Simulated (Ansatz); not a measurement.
# BH3S (triplet): correlated methods under varied settings at distance B1–H4 along a hydrogen transfer = 1.483 Å

What do other methods and options give for BH3S (triplet) at this geometry, and how long do they take?

The runs use Ansatz 0.2.0, Gaussian basis; the settings change from run to run.

11 further runs of the same task are left out: 5 for a known fault of the program, 2 for a mislabelled method, 4 that didn't finish.

## (1) What is computed

The geometry derives from fragments relaxed apart (PBE0/def2-TZVP) and kept rigid, so it is no stationary point. A hydrogen atom is moved between rigid fragments.

5 atoms, charge 0, spin multiplicity 3.

Atoms are counted from 1 here; the program's logs count them from 0.

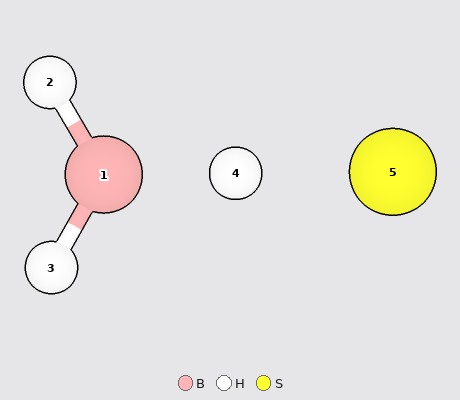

The geometry (boron pink, hydrogen white, sulfur yellow); atoms are numbered from 1 in the order of the file.

## (2) NEVPT2(6,5)/cc-pVDZ

Contents of in.yaml:

```yaml
crystal:
  periodic: [false, false, false]
  atoms:
    - {symbol: B, position_ang: [-2.276765, 0.000000, 0.000000]}
    - {symbol: H, position_ang: [-2.873498, 1.033571, 0.000000]}
    - {symbol: H, position_ang: [-2.873498, -1.033571, 0.000000]}
    - {symbol: H, position_ang: [-0.793765, 0.000000, 0.000000]}
    - {symbol: S, position_ang: [0.973235, 0.000000, 0.000000]}
basis:
  gaussian: {orbitals: cc-pVDZ}
magnetization: {spin_polarized: false, initial_magnetization: 2}
correlation: {method: sc_nevpt2, electrons: outside_noble_gas, active_space: {window: {electrons: 6, orbitals: 5}}}
accuracy: high
scf: {lower_state_search: off}
output: {forces: true}
```

Command:

```
> ansatz run in.yaml --threads 1 --pin off --events-out ev --progress --plain --max-ram 2393MiB
```

The log of the run:

```text
Functional definition: HF
  name "HF"
  cite "Fock, Z. Phys. 61, 126 (1930) doi:10.1007/BF01340294"
  parent pbe
  exchange = exact_x
  correlation = 0
these checks for a lower state are left out or cut short: stability, starts, cluster_reference, orbital_swaps, neighbouring_geometries, increment
975 factors; integrals over basis functions are off by at most 3.6e-9 eV
mean field evaluation 1: about -11532.0036 eV, gradient 1.1e1 eV
mean field evaluation 2: about -11532.0211 eV, gradient 1.1e1 eV
mean field evaluation 4: about -11533.0531 eV, gradient 1.7e0 eV
mean field evaluation 8: about -11533.1299 eV, gradient 4.2e-1 eV
mean field evaluation 16: about -11533.1356 eV, gradient 6.8e-7 eV
mean field -11533.13563555 eV, -423.8349171663 hartree, gradient 3.8e-8 eV, S^2 2.000000; 0 other end points of the search recorded, 0 dependent functions left out
reference -11533.13563555 eV, -423.8349171663 hartree; 13, 11 occupied and 34, 36 virtual orbitals, 975 factors
state -11533.78566135 eV, -423.8588051740 hartree
state -11533.78566135 eV, -423.8588051740 hartree; corrected -11538.58666161 eV, -424.0352386792 hartree
the calculation of the forces begins
Total energy: -11538.58666161 eV, -424.0352386792 hartree
Atom 0 at    -2.276765     0.000000     0.000000 Å, force     1.763781     0.000000     0.000000 eV/Å
Atom 1 at    -2.873498     1.033571     0.000000 Å, force     0.124998     0.320107    -0.000000 eV/Å
Atom 2 at    -2.873498    -1.033571     0.000000 Å, force     0.124998    -0.320107    -0.000000 eV/Å
Atom 3 at    -0.793765     0.000000     0.000000 Å, force    -2.453929    -0.000000    -0.000000 eV/Å
Atom 4 at     0.973235     0.000000     0.000000 Å, force     0.440152     0.000000     0.000000 eV/Å
Dipole moment:    -0.303402    -0.000000     0.000000 e Å
Checks for a lower state left out: stability, starts, cluster_reference, orbital_swaps, neighbouring_geometries, increment
```

Run time: 2.8 s. Hardware: 1 thread of Arm Neoverse V1, shared host.

From the report: 48 determinants; active occupations 2.00, 1.96, 1.00, 1.00, 0.04.

## (3) MP2 on ROHF/cc-pVDZ

Changes to in.yaml since step 2:

```diff
@@ -11,5 +11,4 @@
 magnetization: {spin_polarized: false, initial_magnetization: 2}
-correlation: {method: sc_nevpt2, electrons: outside_noble_gas, active_space: {window: {electrons: 6, orbitals: 5}}}
-accuracy: high
-scf: {lower_state_search: off}
+correlation: {method: mp2, electrons: outside_noble_gas}
+scf: {lower_state_search: light}
 output: {forces: true}
```

Same command.

The log of the run, cut to the lines that bear on the results:

```text
Functional definition: HF
  name "HF"
  cite "Fock, Z. Phys. 61, 126 (1930) doi:10.1007/BF01340294"
  parent pbe
[...]
455 factors; integrals over basis functions are off by at most 1.1e-3 eV
[...]
mean field -11533.13561978 eV, -423.8349165869 hartree, gradient 2.2e-6 eV, S^2 2.000000; 13 other end points of the search recorded, 0 dependent functions left out
[...]
6 core orbitals not correlated: weight in the atoms' cores, before any rotation towards them, 1.000 or more for the frozen orbitals, at most 0.000 for the correlated occupied ones
reference -11533.13561978 eV, -423.8349165869 hartree; 7, 5 occupied and 34, 36 virtual orbitals, 455 factors
second order -5.24197267 eV of doubles, -0.11748508 eV of singles
[...]
Total energy: -11538.49507753 eV, -424.0318730265 hartree
Atom 0 at    -2.276765     0.000000     0.000000 Å, force     2.081186    -0.000000    -0.000000 eV/Å
Atom 1 at    -2.873498     1.033571     0.000000 Å, force     0.131002     0.337391     0.000000 eV/Å
Atom 2 at    -2.873498    -1.033571     0.000000 Å, force     0.131002    -0.337391    -0.000000 eV/Å
Atom 3 at    -0.793765     0.000000     0.000000 Å, force    -2.629356     0.000000     0.000000 eV/Å
Atom 4 at     0.973235     0.000000     0.000000 Å, force     0.286167    -0.000000     0.000000 eV/Å
Dipole moment:    -0.333384    -0.000000    -0.000000 e Å
```

It took 2.6 s on 1 thread of Arm Neoverse V1, shared host.

## (4) MRCISD+Q(relaxed)(4,5)/6-31G

Changes to in.yaml since step 3:

```diff
@@ -9,6 +9,4 @@
 basis:
-  gaussian: {orbitals: cc-pVDZ}
+  gaussian: {orbitals: 6-31G}
 magnetization: {spin_polarized: false, initial_magnetization: 2}
-correlation: {method: mp2, electrons: outside_noble_gas}
-scf: {lower_state_search: light}
-output: {forces: true}
+correlation: {method: fic_mrcisd_q_relaxed, electrons: all, active_space: {window: {electrons: 4, orbitals: 5}}}
```

Launched as before.

The log of the run, cut to the lines that bear on the results:

```text
Functional definition: HF
  name "HF"
  cite "Fock, Z. Phys. 61, 126 (1930) doi:10.1007/BF01340294"
  parent pbe
[...]
362 factors; integrals over basis functions are off by at most 2.7e-4 eV
[...]
mean field -11532.05453389 eV, -423.7951874132 hartree, gradient 1.3e-6 eV, S^2 2.000000; 16 other end points of the search recorded, 0 dependent functions left out
reference -11532.05453389 eV, -423.7951874132 hartree; 13, 11 occupied and 15, 17 virtual orbitals, 362 factors
state -11532.73886836 eV, -423.8203362409 hartree
contracted CI cycle   1: correlation 0.00000000 eV, 0.0000000000 hartree, residual 1.24e1 eV
contracted CI cycle   2: correlation -2.27609181 eV, -0.0836448312 hartree, residual 2.36e0 eV
contracted CI cycle   3: correlation -2.35394998 eV, -0.0865060663 hartree, residual 5.74e-1 eV
contracted CI cycle   4: correlation -2.36114779 eV, -0.0867705808 hartree, residual 2.24e-1 eV
[...]
contracted CI cycle   6: correlation -2.77949421 eV, -0.1021445283 hartree, residual 4.15e-2 eV
contracted CI cycle   7: correlation -2.77953678 eV, -0.1021460926 hartree, residual 1.60e-2 eV
contracted CI cycle   8: correlation -2.77954378 eV, -0.1021463498 hartree, residual 7.02e-3 eV
contracted CI cycle   9: correlation -2.77954491 eV, -0.1021463916 hartree, residual 2.91e-3 eV
contracted CI cycle  10: correlation -2.77954514 eV, -0.1021463997 hartree, residual 1.31e-3 eV
state -11532.26108461 eV, -423.8027780121 hartree; corrected -11535.22737876 eV, -423.9117873116 hartree
state -11532.26108461 eV, -423.8027780121 hartree; corrected -11535.22737876 eV, -423.9117873116 hartree
the orbitals are reached from a further start. From the first start the search ends at -11532.73886523 eV, -423.8203361262 hartree
WARN: the results are in doubt because another end's mean lies 0.478 eV lower, and its corrected mean 0.004 eV higher
Total energy: -11535.22737876 eV, -423.9117873116 hartree
In doubt: another end's mean lies 0.478 eV lower, and its corrected mean 0.004 eV higher
```

Wall time 4.1 s (1 thread of Arm Neoverse V1, shared host).

From the report: 48 determinants; active occupations 1.99, 1.00, 1.00, 0.01, 0.00. Mind the lines of doubt at the end of the log.

## (5) HF/STO-3G

Changes to in.yaml since step 4:

```diff
@@ -9,4 +9,5 @@
 basis:
-  gaussian: {orbitals: 6-31G}
+  gaussian: {orbitals: STO-3G}
 magnetization: {spin_polarized: false, initial_magnetization: 2}
-correlation: {method: fic_mrcisd_q_relaxed, electrons: all, active_space: {window: {electrons: 4, orbitals: 5}}}
+hamiltonian: {xc: hf}
+output: {orbitals: {seedname: orbitals}}
```

Same command.

The log of the run:

```text
Functional definition: HF
  name "HF"
  cite "Fock, Z. Phys. 61, 126 (1930) doi:10.1007/BF01340294"
  parent pbe
  exchange = exact_x
  correlation = 0
194 factors; integrals over basis functions are off by at most 2.7e-5 eV
mean field evaluation 1: about -11403.1879 eV, gradient 1.3e1 eV
mean field evaluation 2: about -11403.2036 eV, gradient 1.3e1 eV
mean field evaluation 4: about -11405.1596 eV, gradient 1.8e0 eV
mean field evaluation 8: about -11405.2361 eV, gradient 1.1e-4 eV
mean field evaluation 16: about -11335.9731 eV, gradient 4.4e1 eV
mean field evaluation 32: about -11405.0070 eV, gradient 1.9e0 eV
mean field evaluation 64: about -11405.2355 eV, gradient 5.1e-3 eV
mean field evaluation 96: about -11405.2361 eV, gradient 1.0e-3 eV
mean field -11405.23605791 eV, -419.1346943815 hartree, gradient 5.8e-6 eV, S^2 2.000000; 6 other end points of the search recorded, 0 dependent functions left out
reference -11405.23605791 eV, -419.1346943815 hartree; 13, 11 occupied and 4, 6 virtual orbitals, 194 factors
Total energy: -11405.23605791 eV, -419.1346943815 hartree
```

Wall time 0.15 s (1 thread of Arm Neoverse V1, shared host).

## (6) CASSCF(8,6)/cc-pVDZ

Changes to in.yaml since step 5:

```diff
@@ -9,5 +9,4 @@
 basis:
-  gaussian: {orbitals: STO-3G}
+  gaussian: {orbitals: cc-pVDZ}
 magnetization: {spin_polarized: false, initial_magnetization: 2}
-hamiltonian: {xc: hf}
-output: {orbitals: {seedname: orbitals}}
+correlation: {active_space: {window: {electrons: 8, orbitals: 6}}}
```

Launched as before.

The log of the run, cut to the lines that bear on the results:

```text
Functional definition: HF
  name "HF"
  cite "Fock, Z. Phys. 61, 126 (1930) doi:10.1007/BF01340294"
  parent pbe
[...]
455 factors; integrals over basis functions are off by at most 1.1e-3 eV
[...]
mean field -11533.13561978 eV, -423.8349165869 hartree, gradient 2.2e-6 eV, S^2 2.000000; 13 other end points of the search recorded, 0 dependent functions left out
reference -11533.13561978 eV, -423.8349165869 hartree; 13, 11 occupied and 34, 36 virtual orbitals, 455 factors
state -11533.79597163 eV, -423.8591840696 hartree
Total energy: -11533.79597163 eV, -423.8591840696 hartree
```

It took 5.5 s on 1 thread of Arm Neoverse V1, shared host.

From the report: 225 determinants; active occupations 2.00, 2.00, 1.96, 1.00, 1.00, 0.04.

## (7) CCSD(T) on UHF/cc-pVDZ

Changes to in.yaml since step 6:

```diff
@@ -10,3 +10,5 @@
   gaussian: {orbitals: cc-pVDZ}
-magnetization: {spin_polarized: false, initial_magnetization: 2}
-correlation: {active_space: {window: {electrons: 8, orbitals: 6}}}
+magnetization: {spin_polarized: true, initial_magnetization: 2}
+correlation: {method: ccsd_t, electrons: outside_noble_gas}
+accuracy: high
+output: {forces: true}
```

Launched as before.

The log of the run, cut to the lines that bear on the results:

```text
Functional definition: HF
  name "HF"
  cite "Fock, Z. Phys. 61, 126 (1930) doi:10.1007/BF01340294"
  parent pbe
[...]
975 factors; integrals over basis functions are off by at most 3.6e-9 eV
[...]
mean field -11533.37431589 eV, -423.8436885071 hartree, gradient 1.2e-8 eV, S^2 2.035827; 17 other end points of the search recorded, 0 dependent functions left out
determinant -11533.37431589 eV, -423.8436885071 hartree, with singles and doubles -11539.63517869 eV, -424.0737709713 hartree
determinant -11533.35553318 eV, -423.8429982553 hartree, with singles and doubles -11539.61594227 eV, -424.0730640458 hartree
determinant -11532.35259892 eV, -423.8061411008 hartree, with singles and doubles -11538.63056828 eV, -424.0368522194 hartree
determinant -11530.20659281 eV, -423.7272768309 hartree, with singles and doubles -11536.83063846 eV, -423.9707060186 hartree
[...]
reference -11533.37431589 eV, -423.8436885071 hartree; 7, 5 occupied and 34, 36 virtual orbitals, 975 factors
second order -5.09088970 eV of doubles, -0.00000000 eV of singles
cycle   1  -6.26088746 eV  change    2.6e-6 eV  update   3.1e-6
[...]
cycle  13  -6.26088464 eV  change  -6.5e-10 eV  update  7.2e-10
perturbative correction -0.11720935 eV, -0.0043073643 hartree
[...]
Total energy: -11539.75240988 eV, -424.0780791380 hartree
Atom 0 at    -2.276765     0.000000     0.000000 Å, force     2.072931    -0.000000    -0.000000 eV/Å
Atom 1 at    -2.873498     1.033571     0.000000 Å, force     0.059157     0.423130     0.000000 eV/Å
Atom 2 at    -2.873498    -1.033571     0.000000 Å, force     0.059157    -0.423130     0.000000 eV/Å
Atom 3 at    -0.793765     0.000000     0.000000 Å, force    -2.627965    -0.000000     0.000000 eV/Å
Atom 4 at     0.973235     0.000000     0.000000 Å, force     0.436719     0.000000     0.000000 eV/Å
Dipole moment:    -0.296155     0.000000     0.000000 e Å
```

Run time: 23 s. Hardware: 1 thread of Arm Neoverse V1, shared host; peak memory 0.25 GiB.

From the report: ⟨S²⟩ of the determinant 2.036 (pure triplet: 2.00); correlation -6.3781 eV; T1 0.013; largest double amplitude 0.05.

## (8) CCSD on ROHF/cc-pVDZ

Changes to in.yaml since step 7:

```diff
@@ -10,5 +10,5 @@
   gaussian: {orbitals: cc-pVDZ}
-magnetization: {spin_polarized: true, initial_magnetization: 2}
-correlation: {method: ccsd_t, electrons: outside_noble_gas}
-accuracy: high
+magnetization: {spin_polarized: false, initial_magnetization: 2}
+correlation: {method: ccsd, electrons: valence}
+scf: {omitted_lower_state_checks: [cluster_reference]}
 output: {forces: true}
```

Same command.

The log of the run, cut to the lines that bear on the results:

```text
Functional definition: HF
  name "HF"
  cite "Fock, Z. Phys. 61, 126 (1930) doi:10.1007/BF01340294"
  parent pbe
[...]
455 factors; integrals over basis functions are off by at most 1.1e-3 eV
[...]
mean field -11533.13561978 eV, -423.8349165869 hartree, gradient 2.2e-6 eV, S^2 2.000000; 13 other end points of the search recorded, 0 dependent functions left out
6 core orbitals not correlated: weight in the atoms' cores, before any rotation towards them, 1.000 or more for the frozen orbitals, at most 0.000 for the correlated occupied ones
reference -11533.13561978 eV, -423.8349165869 hartree; 7, 5 occupied and 34, 36 virtual orbitals, 455 factors
second order -5.24197267 eV of doubles, -0.11748508 eV of singles
cycle   1  -6.20396623 eV  change   -8.4e-1 eV  update   6.4e-2
[...]
cycle  21  -6.49475969 eV  change  -5.7e-10 eV  update   8.6e-9
[...]
the multipliers restart with 30 DIIS vectors
Total energy: -11539.63037947 eV, -424.0735946032 hartree
Atom 0 at    -2.276765     0.000000     0.000000 Å, force     2.106659     0.000000     0.000000 eV/Å
Atom 1 at    -2.873498     1.033571     0.000000 Å, force     0.071536     0.398252    -0.000000 eV/Å
Atom 2 at    -2.873498    -1.033571     0.000000 Å, force     0.071536    -0.398252     0.000000 eV/Å
Atom 3 at    -0.793765     0.000000     0.000000 Å, force    -2.762516     0.000000     0.000000 eV/Å
Atom 4 at     0.973235     0.000000     0.000000 Å, force     0.512784    -0.000000    -0.000000 eV/Å
Dipole moment:    -0.297859     0.000000    -0.000000 e Å
Checks for a lower state left out: cluster_reference
```

Run time: 25 s. Hardware: 1 thread of Arm Neoverse V1, shared host.

From the report: correlation -6.4948 eV; T1 0.022; largest double amplitude 0.05.

## (9) CCSD(T)/6-31G*

Changes to in.yaml since step 8:

```diff
@@ -9,6 +9,6 @@
 basis:
-  gaussian: {orbitals: cc-pVDZ}
-magnetization: {spin_polarized: false, initial_magnetization: 2}
-correlation: {method: ccsd, electrons: valence}
-scf: {omitted_lower_state_checks: [cluster_reference]}
+  gaussian: {orbitals: "6-31G*"}
+magnetization: {spin_polarized: true, initial_magnetization: 2}
+hamiltonian: {xc: {name: PBE}}
+correlation: {method: ccsd_t, electrons: all, diis_vectors: 2}
 output: {forces: true}
```

Launched as before.

The log of the run, cut to the lines that bear on the results:

```text
Functional definition: PBE
  name "PBE"
  cite "Perdew, Burke & Ernzerhof, Phys. Rev. Lett. 77, 3865 (1996) doi:10.1103/PhysRevLett.77.3865"
  parent pbe
[...]
401 factors; integrals over basis functions are off by at most 1.1e-3 eV
[...]
mean field -11549.60563974 eV, -424.4401786565 hartree, gradient 4.4e-8 eV, S^2 2.004485; 15 other end points of the search recorded, 0 dependent functions left out
reference -11532.14581184 eV, -423.7985418159 hartree; 13, 11 occupied and 27, 29 virtual orbitals, 401 factors
second order -5.10344751 eV of doubles, -0.40840328 eV of singles
cycle   1  -6.04749196 eV  change   -5.4e-1 eV  update   6.2e-2
[...]
cycle  27  -6.30984043 eV  change    1.7e-8 eV  update   1.7e-8
perturbative correction -0.13524190 eV, -0.0049700482 hartree
[...]
the multipliers restart with 30 DIIS vectors
Total energy: -11538.59089417 eV, -424.0353942230 hartree
Atom 0 at    -2.276765     0.000000     0.000000 Å, force     1.874072    -0.000000     0.000000 eV/Å
Atom 1 at    -2.873498     1.033571     0.000000 Å, force     0.221955     0.160012     0.000000 eV/Å
Atom 2 at    -2.873498    -1.033571     0.000000 Å, force     0.221955    -0.160012    -0.000000 eV/Å
Atom 3 at    -0.793765     0.000000     0.000000 Å, force    -3.013808    -0.000000    -0.000000 eV/Å
Atom 4 at     0.973235     0.000000     0.000000 Å, force     0.695826     0.000000    -0.000000 eV/Å
Dipole moment:    -0.338509     0.000000     0.000000 e Å
```

It took 81 s on 1 thread of Arm Neoverse V1, shared host.

From the report: ⟨S²⟩ of the determinant 2.004 (pure triplet: 2.00); correlation -6.4451 eV; T1 0.019; largest double amplitude 0.06. The orbitals are Kohn-Sham ones, so correlation energy and T1 don't compare with those on Hartree-Fock orbitals.

## (10) All runs side by side

Where basis and cores are those of an earlier UCCSDT(Q)/cc-pVDZ run (-11539.7856 eV), and the state is the same kind, the miss against it is given. † marks a result that the program doubts.

```csv
level,correlated,functions,energy (eV),from UCCSDT(Q) (meV),time
"NEVPT2(6,5)/cc-pVDZ",outside noble gas,47,-11538.5867,1198.9,2.8 s
MP2 on ROHF/cc-pVDZ,outside noble gas,47,-11538.4951,1290.5,2.6 s
"MRCISD+Q(relaxed)(4,5)/6-31G †",all,28,-11535.2274,,4.1 s
HF/STO-3G,,17,-11405.2361,,0.15 s
"CASSCF(8,6)/cc-pVDZ",,47,-11533.7960,5989.6,5.5 s
CCSD(T) on UHF/cc-pVDZ,outside noble gas,47,-11539.7524,33.2,23 s
CCSD on ROHF/cc-pVDZ,valence,47,-11539.6304,155.2,25 s
CCSD(T)/6-31G* (on PBE orbitals),all,40,-11538.5909,,81 s
```

## (11) Outcome

| quantity | value |
| --- | --- |
| runs | 8 |
| quickest | HF/STO-3G, 0.15 s |
| slowest | CCSD(T)/6-31G* (on PBE orbitals), 81 s |

**Reading.** Total energies in different bases, with other cores or another treatment of relativity can't be set against each other. CCSD(T)/6-31G* (on PBE orbitals) took 537 times as long as HF/STO-3G; the jobs differ in more than the method. Among the correlated runs with a miss given, it spans +33 to +1290 meV. Hartree-Fock, CASSCF and CASCI lack dynamic correlation by design.
